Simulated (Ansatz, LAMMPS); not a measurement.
## Relaxing a frame of liquid (Cs,Li,Na)(Cl,Br) from 1200 K (96 atoms)

Wanted: the relaxed structure of a frame of liquid (Cs,Li,Na)(Cl,Br) from 1200 K (96 atoms) and its electronic structure.

Main program and level: Ansatz 0.2.0; Kohn-Sham DFT, PBE, PAW (set soft_2), plane waves.

## Step 1: The starting structure

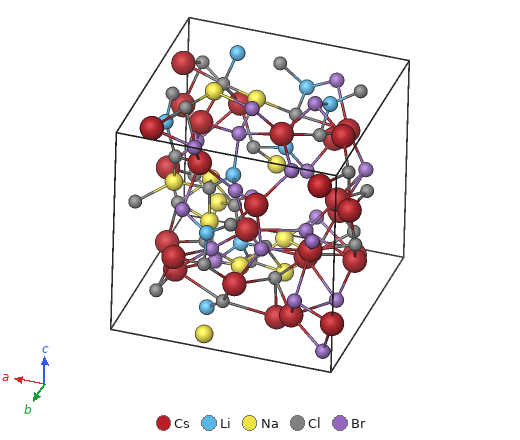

The cell as given, from a free direction (caesium red, lithium blue, sodium yellow, chlorine grey, bromine purple). Bonds to atoms that aren't drawn are left out. Some periodic images of atoms are drawn too.

The cell holds 96 atoms: 28 Cs, 9 Li, 11 Na, 27 Cl and 21 Br. Its edges and angles: a = 16.206 Å, b = 16.206 Å, c = 16.206 Å, α = 90.0°, β = 90.0°, γ = 90.0°. 96 atoms (28 Cs, 9 Li, 11 Na, 27 Cl, 21 Br) placed at random at 2.6 g/cm³, melted at 1800 K for 10 ps at fixed volume with the Lennard-Jones and Coulomb ion parameters for SPC/E (Joung and Cheatham, J. Phys. Chem. B 112, 9020 (2008)), full charges. Snapshot at the end of a hold of 20 ps at 1200 K and fixed volume.

Limits known from the start: The starting topology of bonds comes from the classical model. The ion parameters were fitted for water, not for melts, so the starting structure of this cell may lie well off the real melt's. The Brillouin zone is sampled at Γ only, in a cell whose shortest periodic width is 16 Å. No spin–orbit coupling is included, so levels derived from the heavy atoms are approximate.

## Step 2: Single point at the start

A single point comes first, to see the forces before anything moves.

Input file input.yaml:

```yaml
crystal:
  lattice:
    - [16.2059, 0.0, 0.0]
    - [0.0, 16.2059, 0.0]
    - [0.0, 0.0, 16.2059]
  atoms:
    - { symbol: Cs, position: [0.17667, 0.78307, 0.45628] }
    - { symbol: Cs, position: [0.10456, 0.5858, 0.9357] }
    - { symbol: Cs, position: [0.3165, 0.03478, 0.55461] }
    - { symbol: Cs, position: [0.1966, 0.07931, 0.01545] }
    [... 86 atom lines left out ...]
    - { symbol: Br, position: [0.11979, 0.19836, 0.53565] }
    - { symbol: Br, position: [0.38143, 0.21018, 0.47756] }
    - { symbol: Br, position: [0.29385, 0.71108, 0.79209] }
    - { symbol: Br, position: [0.52093, 0.58122, 0.98194] }
    - { symbol: Br, position: [0.10092, 0.6271, 0.12696] }
    - { symbol: Br, position: [0.68283, 0.87996, 0.92478] }
kpoints:
  mp_grid: { grid: [1, 1, 1] }
hamiltonian:
  xc: pbe
scf:
  occupations: { method: fixed }
output:
  forces: true
  stress: true
  populations: true
  dos:
    method: { smearing: { sigma: 0.1 } }
    de: 0.1
    projected: { site_lists: { Br: [Br], Cl: [Cl], Cs: [Cs], Li: [Li], Na: [Na] } }
  eigenvalues: true
```

On the command line:

```
> ansatz run input.yaml --threads 4 --pin off --max-ram 8192MiB --backend cpu --events-out ev --progress --plain --runs-dir out
```

Run time: 32 s. Hardware: 4 threads of AMD EPYC 9R45, shared host; peak memory 5.6 GiB; 2 min of CPU time.

Read from the output:

```yaml
free_energy: -264721.6857 eV
free_energy_per_atom: -2757.5176 eV/atom
scf_cycles: 8
pressure: 0.8067 GPa
r_m_s_force_component: 0.453 eV/Å
longest_force: 2.066 eV/Å
fermi_energy: 0.7926 eV
spacing_of_highest_filled_and_lowest_empty_level: 3.018 eV
spilling_of_the_projection: 0.004788
```

The r.m.s. force component of 0.45 eV/Å and the pressure of 0.81 GPa set the starting point.

Length of the force by element:

| element | coordination | atoms | mean length of the force (eV/Å) | spread | least | most |
| --- | --- | --- | --- | --- | --- | --- |
| Br | all | 21 | 0.684 | 0.39 | 0.156 | 1.49 |
| Cl | all | 27 | 0.698 | 0.457 | 0.255 | 2.07 |
| Cs | all | 28 | 0.725 | 0.435 | 0.130 | 1.69 |
| Li | all | 9 | 0.584 | 0.463 | 0.0917 | 1.77 |
| Na | all | 11 | 0.416 | 0.186 | 0.146 | 0.728 |

## Step 3: Relaxation

With the cell held, the atoms are moved downhill towards a nearby minimum.

input.yaml, the sections that differ from step 2:

```yaml
output:
  forces: true
relax:
  f_tol: 0.03
  max_steps: 90
# crystal, kpoints, hamiltonian, scf: as in step 2
```

Run time: 11 min. Hardware: 4 threads; peak memory 5.1 GiB; 41 min of CPU time.

Relaxation path (22 of 48):

| step | energy less that of the first step (eV) | largest force component (eV/Å) |
| --- | --- | --- |
| 1 | 0.0000 | 1.6321 |
| 3 | -8.3689 | 0.5020 |
| 5 | -11.5716 | 0.2149 |
| 8 | -13.3588 | 0.1466 |
| 10 | -13.8926 | 0.1215 |
| 12 | -14.1723 | 0.0564 |
| 14 | -14.4434 | 0.0802 |
| 17 | -14.6979 | 0.0528 |
| 19 | -14.7932 | 0.0685 |
| 21 | -14.8675 | 0.0909 |
| 23 | -14.9261 | 0.0660 |
| 26 | -15.0092 | 0.2236 |
| 28 | -15.0526 | 0.0664 |
| 30 | -15.0898 | 0.0559 |
| 32 | -15.1025 | 0.0279 |
| 35 | -15.1546 | 0.0352 |
| 37 | -15.1880 | 0.1037 |
| 39 | -15.2395 | 0.0620 |
| 41 | -15.2544 | 0.0725 |
| 44 | -15.3001 | 0.0398 |
| 46 | -15.3224 | 0.0214 |
| 48 | -15.3305 | 0.0170 |

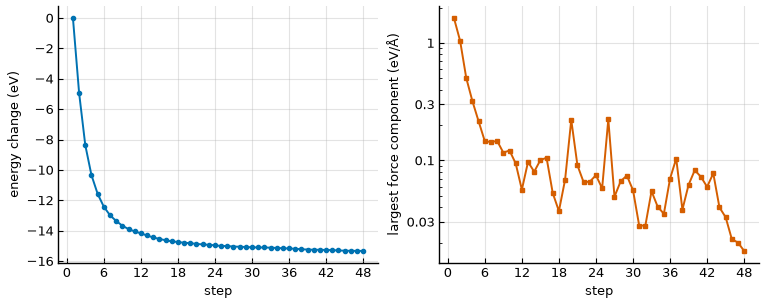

Energy and largest force along the relaxation.

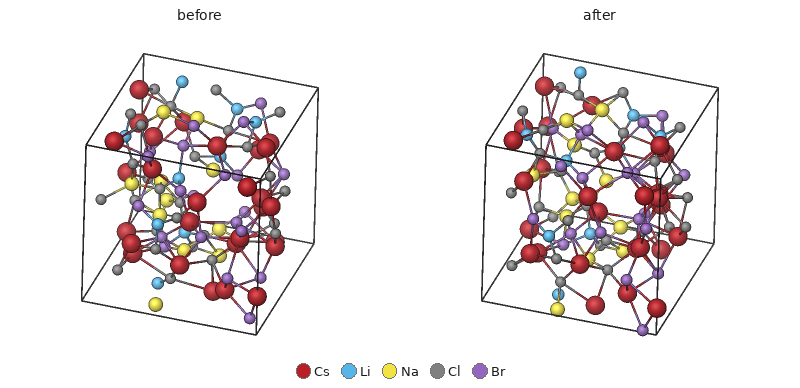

The structure before and after the relaxation, drawn at the same scale. Bonds to atoms that aren't drawn are left out.

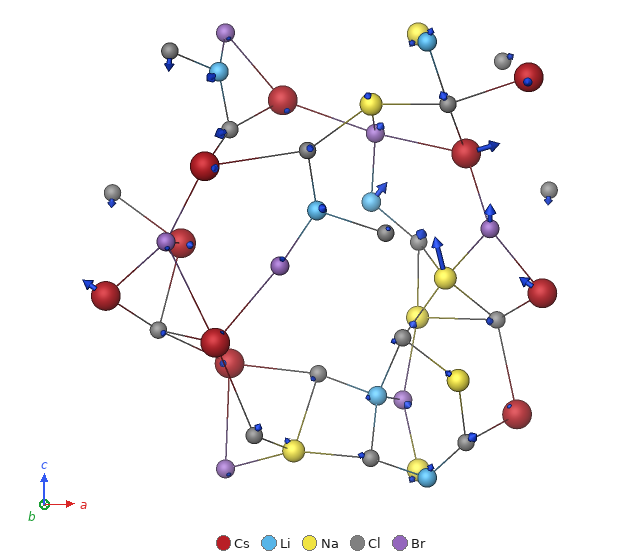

Displacements in the relaxation, scaled; the longest in the cell stands for 3.84 Å. Drawn is a slice 6 Å thick, seen along the normal of the ac plane. Bonds to atoms that aren't drawn are left out.

The atoms that moved most (Å):

| atom | dx | dy | dz | length |
| --- | --- | --- | --- | --- |
| Na44 | -0.946 | -0.547 | 3.683 | 3.842 |
| Cs19 | 2.387 | 0.636 | -1.423 | 2.850 |
| Cs7 | 2.577 | 0.629 | 0.680 | 2.738 |
| Br85 | -0.014 | -0.586 | 2.071 | 2.153 |
| Cs10 | 1.076 | 1.687 | -0.728 | 2.129 |
| Li36 | 1.214 | -0.061 | 1.532 | 1.955 |
| Cs13 | 1.524 | -1.073 | -0.050 | 1.864 |
| Cs26 | -1.467 | 0.474 | 1.007 | 1.842 |

The relaxation changed the energy by -160 meV/atom, and atoms moved by 1.2 Å r.m.s., 3.8 Å at most.

## Step 4: Distances and neighbours after relaxation

Bonds before and after, by the cutoffs listed below:

| pair | bonds before | bonds after | mean before (Å) | mean after (Å) | spread before (Å) | spread after (Å) |
| --- | --- | --- | --- | --- | --- | --- |
| Cs-Cl | 63 | 75 | 3.433 | 3.593 | 0.355 | 0.206 |
| Cl-Na | 27 | 29 | 2.934 | 2.770 | 0.215 | 0.076 |
| Cl-Li | 22 | 24 | 2.525 | 2.396 | 0.183 | 0.069 |
| Br-Na | 14 | 18 | 2.972 | 2.981 | 0.221 | 0.058 |
| Br-Li | 8 | 10 | 2.627 | 2.582 | 0.200 | 0.054 |

Density 2.60 g/cm³, 44.34 Å³ an atom.

g(r), total and by pair (bins of 0.2 Å):

| r (Å) | total | Cs-Cs | Cs-Cl | Cs-Br | Cs-Na | Cs-Li | Cl-Cl |
| --- | --- | --- | --- | --- | --- | --- | --- |
| 2.20 | 0.22 | 0.00 | 0.00 | 0.00 | 0.00 | 0.00 | 0.00 |
| 2.40 | 1.27 | 0.00 | 0.00 | 0.00 | 0.00 | 0.00 | 0.00 |
| 2.60 | 0.91 | 0.00 | 0.00 | 0.00 | 0.00 | 0.00 | 0.00 |
| 2.80 | 1.13 | 0.00 | 0.00 | 0.00 | 0.00 | 0.00 | 0.00 |
| 3.00 | 0.70 | 0.00 | 0.00 | 0.00 | 0.00 | 0.00 | 0.00 |
| 3.20 | 0.14 | 0.00 | 0.00 | 0.00 | 0.00 | 0.00 | 0.00 |
| 3.40 | 1.22 | 0.00 | 6.11 | 0.95 | 0.00 | 0.00 | 0.00 |
| 3.60 | 1.91 | 0.00 | 4.22 | 7.27 | 0.00 | 0.00 | 1.39 |
| 3.80 | 1.66 | 0.00 | 2.02 | 6.23 | 0.37 | 0.93 | 2.50 |
| 4.00 | 0.89 | 0.00 | 0.42 | 1.81 | 0.33 | 0.85 | 2.35 |
| 4.20 | 1.21 | 0.25 | 0.38 | 0.65 | 1.84 | 4.21 | 1.60 |
| 4.40 | 1.01 | 1.10 | 0.34 | 0.31 | 1.71 | 1.05 | 2.17 |
| 4.60 | 0.92 | 2.23 | 0.10 | 0.00 | 1.31 | 0.95 | 1.10 |
| 4.80 | 0.90 | 1.30 | 0.19 | 0.25 | 1.67 | 0.59 | 1.02 |
| 5.00 | 1.09 | 2.97 | 0.63 | 0.35 | 0.44 | 1.07 | 1.31 |
| 5.20 | 1.12 | 2.42 | 0.66 | 0.31 | 1.64 | 1.23 | 1.39 |
| 5.40 | 0.87 | 2.07 | 0.31 | 0.59 | 0.38 | 0.70 | 0.79 |
| 5.60 | 0.91 | 1.38 | 0.43 | 0.09 | 0.18 | 1.09 | 0.30 |
| 5.80 | 1.03 | 1.29 | 0.93 | 0.68 | 1.16 | 1.21 | 0.83 |
| 6.00 | 0.92 | 1.31 | 0.81 | 0.64 | 0.91 | 1.86 | 0.52 |
| 6.20 | 0.95 | 0.79 | 0.76 | 0.75 | 0.87 | 0.70 | 1.20 |
| 6.40 | 0.91 | 0.74 | 1.09 | 0.77 | 0.67 | 0.50 | 0.68 |
| 6.60 | 0.97 | 0.40 | 0.82 | 1.18 | 0.64 | 0.15 | 0.96 |
| 6.80 | 0.95 | 1.40 | 1.25 | 0.94 | 0.83 | 0.30 | 0.90 |
| 7.00 | 0.99 | 0.80 | 1.05 | 1.23 | 0.67 | 0.55 | 0.95 |
| 7.20 | 1.22 | 0.92 | 1.56 | 1.55 | 0.64 | 0.65 | 0.89 |
| 7.40 | 1.08 | 1.27 | 1.18 | 1.85 | 0.80 | 0.61 | 1.02 |
| 7.60 | 1.01 | 0.60 | 1.51 | 0.95 | 0.76 | 0.81 | 1.46 |

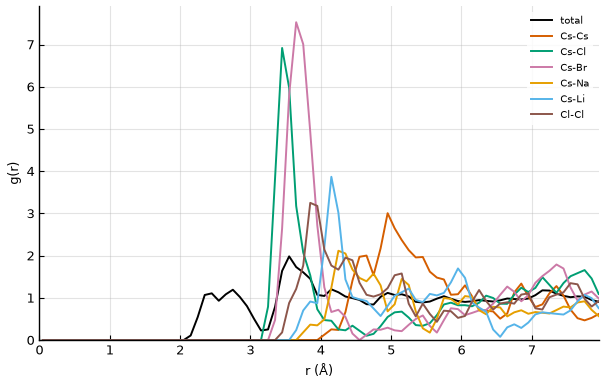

Pair distribution functions, lightly smoothed.

Bonds by pair of elements; cutoffs follow the first minimum of g(r), held within bounds set by covalent radii, and pairs that aren't listed don't count as bonded:

| pair A-B | cutoff (Å) | bonds | mean length (Å) | spread (Å) | shortest (Å) | B about A | A about B |
| --- | --- | --- | --- | --- | --- | --- | --- |
| Cs-Cl | 4.33 | 75 | 3.59 | 0.206 | 3.32 | 2.68 | 2.78 |
| Cs-Br | 4.26 | 81 | 3.74 | 0.169 | 3.46 | 2.89 | 3.86 |
| Cl-Na | 3.27 | 29 | 2.77 | 0.076 | 2.65 | 1.07 | 2.64 |
| Cl-Li | 2.93 | 24 | 2.40 | 0.069 | 2.24 | 0.889 | 2.67 |
| Br-Na | 3.48 | 18 | 2.98 | 0.058 | 2.88 | 0.857 | 1.64 |
| Br-Li | 3.08 | 10 | 2.58 | 0.054 | 2.46 | 0.476 | 1.11 |

The cutoff for Cs-Br falls short of the minimum of g(r), so counts run low and odd coordinations can be artefacts.

How many atoms have how many bonded neighbours:

| element | mean | 3 | 4 | 5 | 6 | 7 | 8 |
| --- | --- | --- | --- | --- | --- | --- | --- |
| Br | 5.19 | 0 | 2 | 13 | 6 | 0 | 0 |
| Cl | 4.74 | 0 | 13 | 8 | 6 | 0 | 0 |
| Cs | 5.57 | 0 | 2 | 12 | 11 | 2 | 1 |
| Li | 3.78 | 2 | 7 | 0 | 0 | 0 | 0 |
| Na | 4.27 | 0 | 8 | 3 | 0 | 0 | 0 |

Bond angles, per cent of each kind in bins of 5°:

| angle (°) | Br-Cs-Cl | Cs-Br-Cs | Br-Cs-Br | Cs-Cl-Cs | Cl-Cs-Cl |
| --- | --- | --- | --- | --- | --- |
| 50–55 | 0.0 | 0.0 | 0.0 | 0.0 | 1.1 |
| 55–60 | 1.1 | 0.0 | 0.0 | 0.0 | 0.0 |
| 60–65 | 2.2 | 0.7 | 0.0 | 0.0 | 4.5 |
| 65–70 | 3.9 | 3.5 | 1.0 | 1.0 | 10.2 |
| 70–75 | 9.6 | 6.4 | 8.9 | 0.0 | 9.1 |
| 75–80 | 12.4 | 14.2 | 3.0 | 9.1 | 5.7 |
| 80–85 | 9.0 | 9.2 | 11.9 | 9.1 | 3.4 |
| 85–90 | 7.3 | 12.1 | 10.9 | 18.2 | 8.0 |
| 90–95 | 7.3 | 8.5 | 14.9 | 14.1 | 6.8 |
| 95–100 | 5.1 | 4.3 | 7.9 | 9.1 | 9.1 |
| 100–105 | 3.9 | 6.4 | 5.9 | 8.1 | 4.5 |
| 105–110 | 2.8 | 5.0 | 5.9 | 3.0 | 3.4 |
| 110–115 | 3.4 | 3.5 | 4.0 | 3.0 | 3.4 |
| 115–120 | 2.2 | 1.4 | 2.0 | 2.0 | 2.3 |
| 120–125 | 3.9 | 1.4 | 2.0 | 2.0 | 5.7 |
| 125–130 | 2.2 | 4.3 | 3.0 | 1.0 | 3.4 |
| 130–135 | 3.9 | 2.1 | 1.0 | 1.0 | 5.7 |
| 135–140 | 2.8 | 2.1 | 1.0 | 1.0 | 2.3 |
| 140–145 | 2.2 | 1.4 | 2.0 | 3.0 | 0.0 |
| 145–150 | 3.4 | 2.8 | 2.0 | 1.0 | 2.3 |
| 150–155 | 4.5 | 3.5 | 5.0 | 1.0 | 3.4 |
| 155–160 | 2.2 | 0.7 | 4.0 | 3.0 | 2.3 |
| 160–165 | 1.1 | 2.1 | 1.0 | 0.0 | 1.1 |
| 165–170 | 1.1 | 1.4 | 2.0 | 3.0 | 2.3 |
| 170–175 | 0.6 | 2.1 | 1.0 | 6.1 | 0.0 |
| 175–180 | 1.7 | 0.7 | 0.0 | 1.0 | 0.0 |

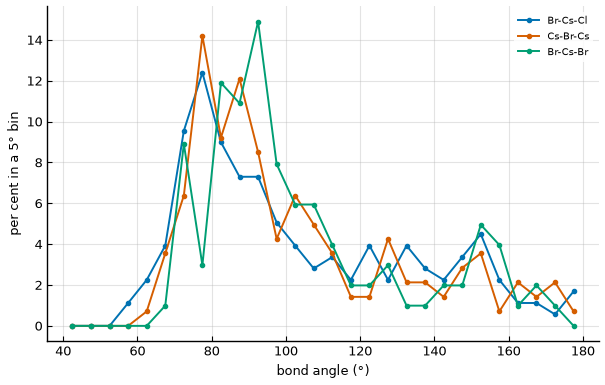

Distributions of the most common bond angles.

Bond angles (no mean is given where the spread exceeds 20°):

| angle | count | mean (°) | spread (°) |
| --- | --- | --- | --- |
| Br-Cs-Cl | 178 | - | - |
| Cs-Br-Cs | 141 | - | - |
| Br-Cs-Br | 101 | - | - |
| Cs-Cl-Cs | 99 | - | - |
| Cl-Cs-Cl | 88 | - | - |

Bond length by coordination (bonds to H left out):

| element | coordination | atoms | mean bond length (Å) |
| --- | --- | --- | --- |
| Br | 4 | 2 | 3.32 |
| Br | 5 | 13 | 3.45 |
| Br | 6 | 6 | 3.66 |
| Cl | 4 | 13 | 3.04 |
| Cl | 5 | 8 | 3.19 |
| Cl | 6 | 6 | 3.38 |
| Cs | 4 | 2 | 3.55 |
| Cs | 5 | 12 | 3.63 |
| Cs | 6 | 11 | 3.67 |
| Cs | 7 | 2 | 3.84 |
| Cs | 8 | 1 | 3.79 |
| Li | 3 | 2 | 2.35 |
| Li | 4 | 7 | 2.47 |
| Na | 4 | 8 | 2.82 |
| Na | 5 | 3 | 2.91 |

First main peaks of g(r), for some of the pairs, lie near 3.5 Å (Cs-Cl), 3.7 Å (Cs-Br) and 4.2 Å (Cs-Li).

## Step 5: Single point at the relaxed geometry

The electronic structure is read at the final geometry, in a run of its own.

Input file input.yaml:

```yaml
crystal:
  lattice:
    - [16.2059, 0.0, 0.0]
    - [0.0, 16.2059, 0.0]
    - [0.0, 0.0, 16.2059]
  atoms:
    - { symbol: Cs, position: [0.16907, 0.79599, 0.40526] }
    - { symbol: Cs, position: [0.12835, 0.62001, 0.96411] }
    - { symbol: Cs, position: [0.28797, 0.01832, 0.52843] }
    - { symbol: Cs, position: [0.26374, 0.11535, 0.97239] }
    [... 86 atom lines left out ...]
    - { symbol: Br, position: [0.12166, 0.18488, 0.5222] }
    - { symbol: Br, position: [0.39193, 0.23233, 0.50112] }
    - { symbol: Br, position: [0.27748, 0.72066, 0.81562] }
    - { symbol: Br, position: [0.54494, 0.61319, 0.96702] }
    - { symbol: Br, position: [0.10011, 0.67671, 0.18369] }
    - { symbol: Br, position: [0.61392, 0.85777, 0.86458] }
kpoints:
  mp_grid: { grid: [1, 1, 1] }
hamiltonian:
  xc: pbe
scf:
  occupations: { method: fixed }
output:
  forces: true
  stress: true
  populations: true
  dos:
    method: { smearing: { sigma: 0.1 } }
    de: 0.1
    projected: { site_lists: { Br: [Br], Cl: [Cl], Cs: [Cs], Li: [Li], Na: [Na] } }
  eigenvalues: true
  write_density: true
  write_potential: true
  volumetric_format: npy
```

The job ended after 34 s (4 threads; peak memory 5.5 GiB; 2.2 min of CPU time).

The program notes that the exchange-correlation potential is rough where the density is thin.

The run gave:

```
free energy                                      : -264737.0162 eV
free energy per atom                             : -2757.6773 eV/atom
SCF cycles                                       : 7
pressure                                         : -0.3508 GPa
r.m.s. force component                           : 0.0035 eV/Å
longest force                                    : 0.02476 eV/Å
Fermi energy                                     : 0.1938 eV
gap (highest filled to lowest empty level) : 3.904 eV
spilling of the projection                       : 0.004058
```

Löwdin charges by element (they lack the spilled electrons, 0.030 e an atom on average):

| element | coordination | atoms | mean charge (e) | spread | least | most |
| --- | --- | --- | --- | --- | --- | --- |
| Br | all | 21 | -0.678 | 0.028 | -0.713 | -0.625 |
| Cl | all | 27 | -0.716 | 0.0249 | -0.771 | -0.679 |
| Cs | all | 28 | 0.807 | 0.015 | 0.773 | 0.836 |
| Li | all | 9 | 0.676 | 0.0112 | 0.652 | 0.694 |
| Na | all | 11 | 0.707 | 0.0148 | 0.683 | 0.738 |

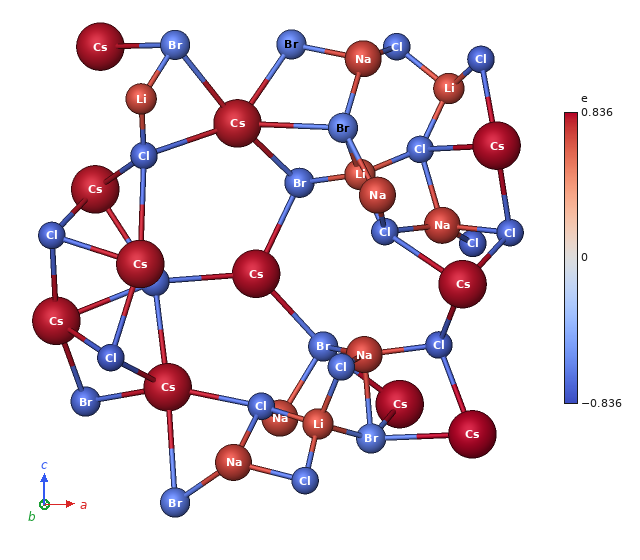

Atoms coloured by Löwdin charge. Drawn is a slice 7 Å thick, seen along the normal of the ac plane.

States in the cell by windows of 1 eV, zero at the Fermi level; the larger projections on atomic orbitals stand beside the total:

| from (eV) | to (eV) | total | Cs p | Cl p | Br p | Cl s | Br s |
| --- | --- | --- | --- | --- | --- | --- | --- |
| -14 | -13 | 7.3 | 0.0 | 0.0 | 0.0 | 6.7 | 0.0 |
| -13 | -12 | 84.9 | 0.3 | 0.0 | 0.0 | 44.1 | 36.3 |
| -12 | -11 | 3.8 | 0.0 | 0.0 | 0.0 | 0.4 | 3.2 |
| -11 | -8 | 0.0 | 0.0 | 0.0 | 0.0 | 0.0 | 0.0 |
| -8 | -7 | 2.7 | 2.7 | 0.0 | 0.0 | 0.0 | 0.0 |
| -7 | -6 | 165.3 | 162.1 | 1.1 | 0.9 | 0.3 | 0.2 |
| -6 | -3 | 0.0 | 0.0 | 0.0 | 0.0 | 0.0 | 0.0 |
| -3 | -2 | 6.1 | 0.0 | 5.2 | 0.3 | 0.0 | 0.0 |
| -2 | -1 | 89.5 | 0.5 | 71.1 | 12.9 | 0.1 | 0.1 |
| -1 | 0 | 190.9 | 1.7 | 78.9 | 105.5 | 0.1 | 0.0 |
| 0 | 1 | 1.6 | 0.0 | 0.1 | 1.4 | 0.0 | 0.0 |
| 1 | 3 | 0.0 | 0.0 | 0.0 | 0.0 | 0.0 | 0.0 |
| 3 | 4 | 1.9 | 0.0 | 0.0 | 0.0 | 0.1 | 0.1 |
| 4 | 5 | 11.3 | 0.1 | 0.3 | 0.3 | 0.4 | 0.5 |

With fixed occupations the program's Fermi level is the highest filled level; weight inside the gap is the broadening of levels at its edges.

Between -26 and -14 eV lie 122 more states.

The stored curve holds about 674 of the 714 electrons; the rest, give or take the few that broadening carries across the Fermi level, lie in deeper levels below its range.

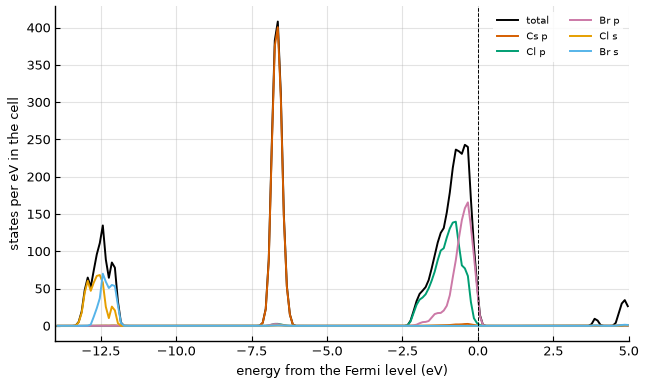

Total and projected density of states, with the broadening of the input.

The levels nearest the highest filled one (over half full), pooled over k-points and spins:

| level less the highest filled one (eV) | occupation |
| --- | --- |
| -0.123 | 2 |
| -0.108 | 2 |
| -0.105 | 2 |
| -0.0759 | 2 |
| -0.0424 | 2 |
| 0 | 2 |
| 3.90 | 0 |
| 4.68 | 0 |
| 4.77 | 0 |
| 4.82 | 0 |
| 4.88 | 0 |
| 4.93 | 0 |

Mean Löwdin charges: Br -0.68, Cl -0.72, Cs +0.81, Li +0.68, Na +0.71 e (they miss 0.41 % of the electrons, so they add up to more than the cell's charge).

## Step 6: Results

| Quantity | Value |
| --- | --- |
| energy change in the relaxation | -159.7 meV/atom |
| r.m.s. displacement | 1.185 Å |
| largest displacement | 3.842 Å |
| free energy per atom | -2757.6773 eV/atom |
| pressure | -0.3508 GPa |
| r.m.s. force component | 0.0035 eV/Å |
| gap (highest filled to lowest empty level) | 3.904 eV |
| wall time of the 3 DFT runs | 12 min |

In words: Relaxation lowers the energy by 160 meV/atom and moves atoms by 1.2 Å r.m.s.; the r.m.s. force component goes from 0.45 to 0.0035 eV/Å, the pressure goes from 0.81 to -0.35 GPa, and the gap from 3.02 to 3.90 eV. From the first step to the last the energy fell by 15.330 eV, and the largest move was 3.84 Å (Na44). The Cl-Na bonds go from 2.934 Å (spread 0.215) to 2.770 Å (spread 0.076), and their number from 27 to 29. Between filled and empty levels lie 3.90 eV (at Γ alone); a semilocal functional tends to put such gaps too low. In a disordered cell it changes from sample to sample and from frame to frame.

**Limits.** The starting topology of bonds comes from the classical model; in DFT atoms moved by 1.2 Å r.m.s.

[Logs are printed without paths, hosts, clocks, repeated set-up lines and the standing remarks that a program may print on its own settings, such as how far it seeks lower states.]

[Hosts, paths, dates, database ids (printed as entryN), source tags and the programs' standing remarks are cut or masked in the printed files.]
